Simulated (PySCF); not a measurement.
**C₂H₆Si: geometry relaxation (part 2 of 3)**

The same run, continued: C₂H₆Si; SVWN5/6-31G*, RKS (PySCF 2.14.0). The geometry comes from this level: PBE0-D4/def2-TZVP.

Geometry of the input (Å):
```
C  -0.7137  0.8702  -1.0483
C  -0.0713  0.7125  0.1056
Si 0.5606  -0.9320  0.7001
H  -0.9057  0.0330  -1.7139
H  -1.0767  1.8386  -1.3815
H  0.0894  1.5920  0.7276
H  2.0358  -0.8939  0.8938
H  0.2234  -1.9724  -0.3073
H  -0.0532  -1.2943  2.0067
```

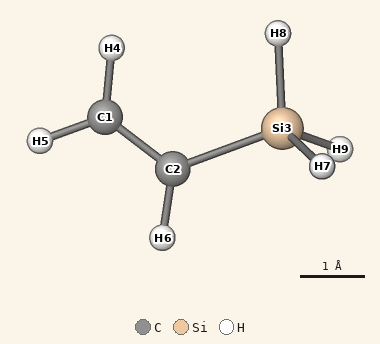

Figure 1. The geometry at step 6 of the log (ball-and-stick view, seen on its broad side; atoms are numbered from 1 in the order of the input).

**What the program printed, continued**
```
--------------- RKS_Scanner gradients ---------------
         x                y                z
0 C    -0.0000022419     0.0000038712    -0.0000028062
1 C     0.0000014447    -0.0000060534     0.0000011541
2 Si     0.0000070251    -0.0000183702     0.0000074434
3 H     0.0000024504    -0.0000028122     0.0000037990
4 H     0.0000006951     0.0000040599     0.0000033099
5 H    -0.0000047522     0.0000058620    -0.0000043096
6 H    -0.0000030630     0.0000060931    -0.0000020478
7 H    -0.0000032985     0.0000071489    -0.0000030101
8 H    -0.0000027617     0.0000061439    -0.0000023284
----------------------------------------------
cycle 10: E = -367.312142936  dE = 5.08578e-10  norm(grad) = 2.85394e-05
Step    9 : Displace = 3.370e-04/4.962e-04 (rms/max) Trust = 3.000e-01 (=) Grad = 9.513e-06/2.103e-05 (rms/max) E (change) = -367.3121429364 (+5.086e-10) Quality = -0.088
Hessian Eigenvalues: 1.67918e-03 2.30029e-02 2.51912e-02 ... 3.66242e-01 4.24118e-01 6.52161e-01

Geometry optimization cycle 11
Cartesian coordinates (Angstrom)
 Atom        New coordinates             dX        dY        dZ
   C  -0.712520   0.864410  -1.048347    0.000107 -0.000258 -0.000011
   C  -0.066088   0.722846   0.115906    0.000270 -0.000240 -0.000098
  Si   0.561017  -0.921829   0.702277    0.000224 -0.000252 -0.000082
   H  -0.900111   0.006027  -1.710454   -0.000048 -0.000269  0.000050
   H  -1.086566   1.836951  -1.400977    0.000117 -0.000257 -0.000013
   H   0.093292   1.618224   0.738318    0.000449 -0.000233 -0.000151
   H   2.051834  -0.912688   0.897525    0.000204 -0.000252  0.000093
   H   0.210557  -1.955654  -0.330267    0.000357 -0.000269 -0.000113
   H  -0.053677  -1.316554   2.016467    0.000103 -0.000319 -0.000153
converged SCF energy = -367.312142937938
--------------- RKS_Scanner gradients ---------------
         x                y                z
0 C    -0.0000036855     0.0000023255    -0.0000040843
1 C     0.0000003446    -0.0000028868     0.0000003555
2 Si     0.0000050632    -0.0000140056     0.0000050755
3 H     0.0000019113    -0.0000005830     0.0000034038
4 H     0.0000009316     0.0000014989     0.0000029607
5 H    -0.0000021742     0.0000050941    -0.0000020514
6 H    -0.0000016510     0.0000049494    -0.0000008081
7 H    -0.0000023409     0.0000053572    -0.0000024946
8 H    -0.0000028994     0.0000041969    -0.0000011577
----------------------------------------------
cycle 11: E = -367.312142938  dE = -1.49737e-09  norm(grad) = 2.12082e-05
Step   10 : Displace = 1.601e-04/2.369e-04 (rms/max) Trust = 1.685e-04 (-) Grad = 7.069e-06/1.573e-05 (rms/max) E (change) = -367.3121429379 (-1.497e-09) Quality = 0.309
Hessian Eigenvalues: 1.30845e-03 2.30035e-02 2.51881e-02 ... 3.57197e-01 4.21541e-01 6.48738e-01

Geometry optimization cycle 12
Cartesian coordinates (Angstrom)
 Atom        New coordinates             dX        dY        dZ
   C  -0.712322   0.864028  -1.048393    0.000198 -0.000382 -0.000045
   C  -0.065711   0.722458   0.115762    0.000376 -0.000388 -0.000144
  Si   0.561354  -0.922215   0.702148    0.000338 -0.000386 -0.000128
   H  -0.900101   0.005658  -1.710468    0.000009 -0.000369 -0.000013
   H  -1.086359   1.836577  -1.401017    0.000207 -0.000374 -0.000040
   H   0.093879   1.617813   0.738148    0.000587 -0.000412 -0.000170
   H   2.052154  -0.913112   0.897570    0.000319 -0.000425  0.000044
   H   0.211057  -1.956149  -0.330347    0.000500 -0.000495 -0.000081
   H  -0.053399  -1.317030   2.016290    0.000278 -0.000476 -0.000177
converged SCF energy = -367.312142938799
--------------- RKS_Scanner gradients ---------------
         x                y                z
0 C    -0.0000022110    -0.0000006488    -0.0000006331
1 C    -0.0000002544     0.0000023949     0.0000014044
2 Si    -0.0000004546     0.0000018145     0.0000000861
3 H    -0.0000006675     0.0000013011    -0.0000008569
4 H    -0.0000005471     0.0000000102    -0.0000002614
5 H     0.0000013097     0.0000003696     0.0000005469
6 H    -0.0000007458     0.0000007956     0.0000014143
7 H     0.0000001474     0.0000002530    -0.0000001929
8 H    -0.0000010768    -0.0000003404    -0.0000003132
----------------------------------------------
cycle 12: E = -367.312142939  dE = -8.61291e-10  norm(grad) = 5.20255e-06
Step   11 : Displace = 1.702e-04/2.390e-04 (rms/max) Trust = 1.685e-04 (=) Grad = 1.734e-06/2.788e-06 (rms/max) E (change) = -367.3121429388 (-8.613e-10) Quality = 0.113
Hessian Eigenvalues: 1.24093e-03 1.73750e-02 2.30037e-02 ... 3.58536e-01 4.25504e-01 6.55400e-01

Geometry optimization cycle 13
Cartesian coordinates (Angstrom)
 Atom        New coordinates             dX        dY        dZ
   C  -0.712150   0.863727  -1.048425    0.000172 -0.000301 -0.000032
   C  -0.065435   0.722153   0.115670    0.000276 -0.000305 -0.000092
  Si   0.561612  -0.922522   0.702057    0.000258 -0.000308 -0.000091
   H  -0.900030   0.005358  -1.710473    0.000071 -0.000300 -0.000005
   H  -1.086182   1.836282  -1.401040    0.000177 -0.000295 -0.000023
   H   0.094266   1.617504   0.738030    0.000387 -0.000308 -0.000118
   H   2.052405  -0.913432   0.897543    0.000252 -0.000320 -0.000026
   H   0.211373  -1.956493  -0.330423    0.000316 -0.000344 -0.000076
   H  -0.053169  -1.317371   2.016180    0.000231 -0.000341 -0.000110
converged SCF energy = -367.312142937485
--------------- RKS_Scanner gradients ---------------
         x                y                z
0 C    -0.0000010238    -0.0000011137     0.0000024028
1 C    -0.0000004722     0.0000031583     0.0000014873
2 Si    -0.0000026961     0.0000075552    -0.0000022270
3 H    -0.0000014509     0.0000015450    -0.0000023351
4 H    -0.0000012698    -0.0000000446    -0.0000016004
5 H     0.0000022482    -0.0000012127     0.0000005341
6 H    -0.0000003659    -0.0000005326     0.0000021883
7 H     0.0000011681    -0.0000015079     0.0000007286
8 H    -0.0000006375    -0.0000018959     0.0000000141
----------------------------------------------
cycle 13: E = -367.312142937  dE = 1.31405e-09  norm(grad) = 1.11395e-05
Step   12 : Displace = 8.354e-05/1.193e-04 (rms/max) Trust = 8.426e-05 (-) Grad = 3.713e-06/8.325e-06 (rms/max) E (change) = -367.3121429375 (+1.314e-09) Quality = -0.359
Hessian Eigenvalues: 7.26851e-04 7.13933e-03 2.30037e-02 ... 3.70794e-01 4.24835e-01 6.51411e-01

Geometry optimization cycle 14
Cartesian coordinates (Angstrom)
 Atom        New coordinates             dX        dY        dZ
   C  -0.711859   0.863279  -1.048487    0.000292 -0.000448 -0.000063
   C  -0.065061   0.721688   0.115556    0.000375 -0.000465 -0.000114
  Si   0.561990  -0.922989   0.701929    0.000378 -0.000467 -0.000129
   H  -0.899815   0.004917  -1.710520    0.000216 -0.000441 -0.000047
   H  -1.085890   1.835840  -1.401081    0.000292 -0.000442 -0.000041
   H   0.094726   1.617029   0.737911    0.000460 -0.000476 -0.000119
   H   2.052791  -0.913919   0.897391    0.000386 -0.000487 -0.000152
   H   0.211746  -1.957004  -0.330506    0.000373 -0.000511 -0.000083
   H  -0.052748  -1.317844   2.016075    0.000421 -0.000473 -0.000105
converged SCF energy = -367.312142936368
--------------- RKS_Scanner gradients ---------------
         x                y                z
0 C    -0.0000008539    -0.0000008294     0.0000031930
1 C    -0.0000021011     0.0000037938    -0.0000010790
2 Si    -0.0000048851     0.0000117028    -0.0000048274
3 H    -0.0000013603     0.0000026639    -0.0000018021
4 H    -0.0000010783    -0.0000013708    -0.0000017145
5 H     0.0000032251    -0.0000018708     0.0000015801
6 H     0.0000009908    -0.0000017606     0.0000028476
7 H     0.0000021378    -0.0000029682     0.0000017666
8 H    -0.0000005754    -0.0000034097     0.0000012299
----------------------------------------------
cycle 14: E = -367.312142936  dE = 1.11697e-09  norm(grad) = 1.71009e-05
Step   13 : Displace = 4.150e-05/7.343e-05 (rms/max) Trust = 4.177e-05 (-) Grad = 5.700e-06/1.357e-05 (rms/max) E (change) = -367.3121429364 (+1.117e-09) Quality = -0.175
Hessian Eigenvalues: 2.44358e-04 3.26167e-03 2.30038e-02 ... 3.75453e-01 4.20136e-01 6.48741e-01

Geometry optimization cycle 15
Cartesian coordinates (Angstrom)
 Atom        New coordinates             dX        dY        dZ
   C  -0.711777   0.863169  -1.048501    0.000081 -0.000110 -0.000014
   C  -0.064981   0.721574   0.115542    0.000079 -0.000114 -0.000014
  Si   0.562078  -0.923104   0.701904    0.000088 -0.000115 -0.000025
   H  -0.899724   0.004803  -1.710530    0.000090 -0.000114 -0.000010
   H  -1.085810   1.835732  -1.401087    0.000080 -0.000108 -0.000006
   H   0.094792   1.616921   0.737892    0.000067 -0.000108 -0.000019
   H   2.052884  -0.914032   0.897319    0.000093 -0.000113 -0.000073
   H   0.211792  -1.957101  -0.330534    0.000046 -0.000097 -0.000027
   H  -0.052635  -1.317939   2.016067    0.000113 -0.000095 -0.000008
converged SCF energy = -367.312142937119
--------------- RKS_Scanner gradients ---------------
         x                y                z
0 C    -0.0000005120     0.0000000582     0.0000039084
1 C    -0.0000025173     0.0000021578    -0.0000022959
2 Si    -0.0000041497     0.0000091841    -0.0000040577
3 H    -0.0000007361     0.0000020137    -0.0000008281
4 H    -0.0000008812    -0.0000007402    -0.0000011398
5 H     0.0000024798    -0.0000010361     0.0000007104
6 H     0.0000007777    -0.0000011164     0.0000024570
7 H     0.0000018814    -0.0000020196     0.0000014547
8 H    -0.0000008434    -0.0000025514     0.0000009869
----------------------------------------------
cycle 15: E = -367.312142937  dE = -7.50958e-10  norm(grad) = 1.38307e-05
```

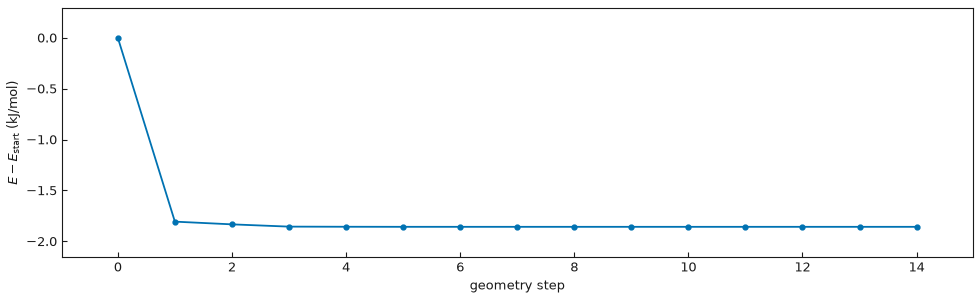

Figure 2. Progress of the relaxation, step by step (steps are counted from 0).

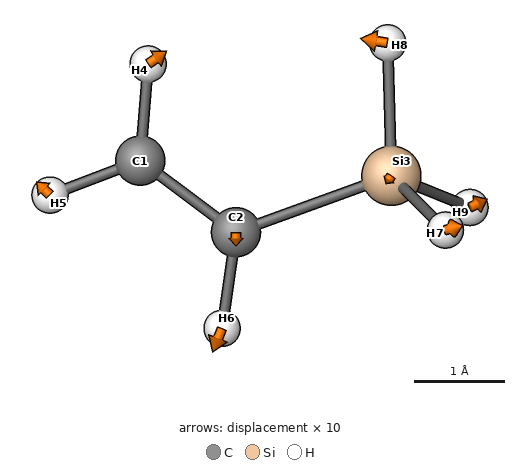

Figure 3. The starting structure with the displacements as orange arrows, magnified 10 times (ball-and-stick view, seen on its broad side). The two geometries are laid on each other by the best rigid fit. The largest move after the best rigid fit is that of H8, 0.032 Å. By element the largest moves are H 0.032 Å, C 0.016 Å, Si 0.012 Å. Distances before and after: Si3–H7 1.488 → 1.504 Å, C1–H4 1.087 → 1.100 Å, C1–C2 1.330 → 1.339 Å, C2–Si3 1.859 → 1.855 Å. After 14 geometry steps the energy has fallen by 1.86 kJ/mol. The largest force component goes from 0.44 to 0.00047 eV/Å. (Atoms are counted from 1 in the order of the input.)

```
Step   14 : Displace = 2.129e-05/2.961e-05 (rms/max) Trust = 2.075e-05 (-) Grad = 4.610e-06/1.086e-05 (rms/max) E (change) = -367.3121429371 (-7.510e-10) Quality = 0.306
Hessian Eigenvalues: 2.44358e-04 3.26167e-03 2.30038e-02 ... 3.75453e-01 4.20136e-01 6.48741e-01
Converged! =D

converged: True
C          -0.71177718        0.86316917       -1.04850093
C          -0.06498121        0.72157401        0.11554201
Si          0.56207789       -0.92310407        0.70190388
H          -0.89972441        0.00480263       -1.71053010
H          -1.08580997        1.83573224       -1.40108695
H           0.09479249        1.61692103        0.73789197
H           2.05288421       -0.91403194        0.89731866
H           0.21179192       -1.95710060       -0.33053358
H          -0.05263486       -1.31793926        2.01606692
converged SCF energy = -367.312142937117
E = -367.3121429371 Eh
```

**Trajectory as extended XYZ (Å, eV, eV/Å), 15 frames, from step=0 to step=14**
```
9
Properties=species:S:1:pos:R:3:forces:R:3 step=0 energy=-9995.05334
C    -0.7137    0.8702   -1.0483   -0.0282  -0.0199  -0.0601
C    -0.0713    0.7125    0.1056    0.2118  -0.4356   0.2412
Si    0.5606   -0.9320    0.7001   -0.1202   0.3619  -0.0951
H    -0.9057    0.0330   -1.7139   -0.0851  -0.3600  -0.2906
H    -1.0767    1.8386   -1.3815   -0.1615   0.4137  -0.1544
H     0.0894    1.5920    0.7276    0.0751   0.3524   0.2689
H     2.0358   -0.8939    0.8938    0.2652  -0.0279   0.0425
H     0.2234   -1.9724   -0.3073   -0.0626  -0.1882  -0.1858
H    -0.0532   -1.2943    2.0067   -0.0942  -0.0967   0.2334
9
Properties=species:S:1:pos:R:3:forces:R:3 step=1 energy=-9995.07207
C    -0.7130    0.8654   -1.0487    0.0179   0.0431   0.0503
C    -0.0674    0.7247    0.1171   -0.0103  -0.0770  -0.0474
Si    0.5589   -0.9236    0.6998   -0.0005   0.0579   0.0200
H    -0.9001    0.0076   -1.7120    0.0053   0.0048   0.0115
H    -1.0868    1.8386   -1.4006   -0.0009  -0.0072  -0.0043
H     0.0948    1.6155    0.7459   -0.0161   0.0037  -0.0298
H     2.0504   -0.9042    0.8937   -0.0100  -0.0213   0.0046
H     0.2102   -1.9624   -0.3289   -0.0001   0.0123   0.0038
H    -0.0580   -1.3084    2.0166    0.0148  -0.0166  -0.0088
9
Properties=species:S:1:pos:R:3:forces:R:3 step=2 energy=-9995.07234
C    -0.7152    0.8699   -1.0511    0.0098  -0.0392   0.0049
C    -0.0688    0.7190    0.1121    0.0029   0.0303   0.0163
Si    0.5609   -0.9237    0.7035   -0.0115   0.0116  -0.0175
H    -0.9036    0.0138   -1.7163   -0.0060   0.0140  -0.0063
H    -1.0874    1.8453   -1.3992    0.0081  -0.0173   0.0089
H     0.0921    1.6114    0.7389   -0.0009   0.0033  -0.0012
H     2.0522   -0.9077    0.8985   -0.0096  -0.0031   0.0002
H     0.2134   -1.9640   -0.3238    0.0016   0.0003   0.0027
H    -0.0541   -1.3114    2.0201    0.0059  -0.0002  -0.0082
9
Properties=species:S:1:pos:R:3:forces:R:3 step=3 energy=-9995.07257
C    -0.7134    0.8662   -1.0490   -0.0086   0.0053  -0.0137
C    -0.0678    0.7226    0.1151    0.0102  -0.0022   0.0182
Si    0.5600   -0.9213    0.7025   -0.0004   0.0002  -0.0007
H    -0.9013    0.0096   -1.7133    0.0018  -0.0020   0.0027
H    -1.0867    1.8397   -1.3998   -0.0006   0.0005  -0.0010
H     0.0917    1.6165    0.7397   -0.0028   0.0017  -0.0053
H     2.0508   -0.9099    0.8971    0.0014  -0.0015   0.0008
H     0.2105   -1.9579   -0.3274   -0.0010  -0.0006  -0.0023
H    -0.0540   -1.3134    2.0177    0.0002  -0.0018   0.0012
9
Properties=species:S:1:pos:R:3:forces:R:3 step=4 energy=-9995.07259
C    -0.7129    0.8658   -1.0483   -0.0016  -0.0018  -0.0032
C    -0.0674    0.7242    0.1164    0.0033  -0.0007   0.0059
Si    0.5597   -0.9206    0.7021    0.0021  -0.0003   0.0037
H    -0.8991    0.0068   -1.7099   -0.0023   0.0018  -0.0038
H    -1.0873    1.8379   -1.4016    0.0002   0.0002   0.0005
H     0.0916    1.6189    0.7400   -0.0012   0.0007  -0.0027
H     2.0506   -0.9114    0.8965    0.0010  -0.0005   0.0003
H     0.2091   -1.9553   -0.3295   -0.0009   0.0011  -0.0014
H    -0.0540   -1.3148    2.0168   -0.0003  -0.0009   0.0007
9
Properties=species:S:1:pos:R:3:forces:R:3 step=5 energy=-9995.07259
C    -0.7129    0.8655   -1.0484    0.0007   0.0009   0.0021
C    -0.0673    0.7239    0.1163   -0.0012  -0.0014  -0.0027
Si    0.5601   -0.9207    0.7025    0.0007  -0.0017   0.0006
H    -0.8999    0.0073   -1.7110    0.0006  -0.0007   0.0008
H    -1.0871    1.8380   -1.4011    0.0001   0.0006   0.0004
H     0.0914    1.6190    0.7392   -0.0001   0.0004  -0.0007
H     2.0510   -0.9119    0.8970   -0.0003   0.0005  -0.0001
H     0.2092   -1.9550   -0.3295   -0.0001   0.0007  -0.0001
H    -0.0537   -1.3154    2.0172   -0.0002   0.0004  -0.0003
9
Properties=species:S:1:pos:R:3:forces:R:3 step=6 energy=-9995.07259
C    -0.7129    0.8655   -1.0484   -0.0003   0.0000  -0.0002
C    -0.0672    0.7237    0.1162    0.0001  -0.0002   0.0002
Si    0.5602   -0.9208    0.7025    0.0003  -0.0007   0.0002
H    -0.8999    0.0073   -1.7109    0.0001  -0.0001   0.0001
H    -1.0870    1.8380   -1.4010    0.0001   0.0000   0.0001
H     0.0915    1.6189    0.7391    0.0001   0.0002  -0.0002
H     2.0511   -0.9119    0.8971   -0.0001   0.0002   0.0000
H     0.2093   -1.9550   -0.3295    0.0000   0.0002  -0.0001
H    -0.0538   -1.3154    2.0172   -0.0001   0.0001  -0.0001
9
Properties=species:S:1:pos:R:3:forces:R:3 step=7 energy=-9995.07259
C    -0.7129    0.8653   -1.0484   -0.0002  -0.0002  -0.0002
C    -0.0671    0.7236    0.1162    0.0001   0.0001   0.0002
Si    0.5602   -0.9210    0.7025    0.0000   0.0000  -0.0001
H    -0.8999    0.0071   -1.7108    0.0000   0.0000  -0.0001
H    -1.0869    1.8379   -1.4010    0.0000  -0.0001   0.0000
H     0.0917    1.6189    0.7390    0.0003   0.0000   0.0000
H     2.0512   -0.9119    0.8971    0.0000   0.0000   0.0001
H     0.2094   -1.9550   -0.3296    0.0001  -0.0001   0.0000
H    -0.0538   -1.3155    2.0171    0.0000  -0.0001   0.0000
9
Properties=species:S:1:pos:R:3:forces:R:3 step=8 energy=-9995.07259
C    -0.7128    0.8651   -1.0484    0.0000  -0.0002   0.0001
C    -0.0668    0.7235    0.1161    0.0001   0.0002   0.0002
Si    0.5604   -0.9212    0.7025   -0.0002   0.0006  -0.0002
H    -0.8999    0.0068   -1.7107   -0.0001   0.0001  -0.0002
H    -1.0869    1.8377   -1.4010    0.0000  -0.0001  -0.0001
H     0.0921    1.6188    0.7388    0.0003  -0.0002   0.0001
H     2.0513   -0.9121    0.8972    0.0001  -0.0002   0.0001
H     0.2096   -1.9551   -0.3298    0.0001  -0.0002   0.0000
H    -0.0538   -1.3157    2.0169    0.0001  -0.0002   0.0000
9
Properties=species:S:1:pos:R:3:forces:R:3 step=9 energy=-9995.07259
C    -0.7126    0.8647   -1.0483    0.0001  -0.0002   0.0001
C    -0.0664    0.7231    0.1160   -0.0001   0.0003  -0.0001
Si    0.5608   -0.9216    0.7024   -0.0004   0.0009  -0.0004
H    -0.9001    0.0063   -1.7105   -0.0001   0.0001  -0.0002
H    -1.0867    1.8372   -1.4010    0.0000  -0.0002  -0.0002
H     0.0928    1.6185    0.7385    0.0002  -0.0003   0.0002
H     2.0516   -0.9124    0.8974    0.0002  -0.0003   0.0001
H     0.2102   -1.9554   -0.3302    0.0002  -0.0004   0.0002
H    -0.0538   -1.3162    2.0166    0.0001  -0.0003   0.0001
9
Properties=species:S:1:pos:R:3:forces:R:3 step=10 energy=-9995.07259
C    -0.7125    0.8644   -1.0483    0.0002  -0.0001   0.0002
C    -0.0661    0.7228    0.1159    0.0000   0.0001   0.0000
Si    0.5610   -0.9218    0.7023   -0.0003   0.0007  -0.0003
H    -0.9001    0.0060   -1.7105   -0.0001   0.0000  -0.0002
H    -1.0866    1.8370   -1.4010    0.0000  -0.0001  -0.0002
H     0.0933    1.6182    0.7383    0.0001  -0.0003   0.0001
H     2.0518   -0.9127    0.8975    0.0001  -0.0003   0.0000
H     0.2106   -1.9557   -0.3303    0.0001  -0.0003   0.0001
H    -0.0537   -1.3166    2.0165    0.0001  -0.0002   0.0001
9
Properties=species:S:1:pos:R:3:forces:R:3 step=11 energy=-9995.07259
C    -0.7123    0.8640   -1.0484    0.0001   0.0000   0.0000
C    -0.0657    0.7225    0.1158    0.0000  -0.0001  -0.0001
Si    0.5614   -0.9222    0.7021    0.0000  -0.0001   0.0000
H    -0.9001    0.0057   -1.7105    0.0000  -0.0001   0.0000
H    -1.0864    1.8366   -1.4010    0.0000   0.0000   0.0000
H     0.0939    1.6178    0.7381   -0.0001   0.0000   0.0000
H     2.0522   -0.9131    0.8976    0.0000   0.0000  -0.0001
H     0.2111   -1.9561   -0.3303    0.0000   0.0000   0.0000
H    -0.0534   -1.3170    2.0163    0.0001   0.0000   0.0000
```
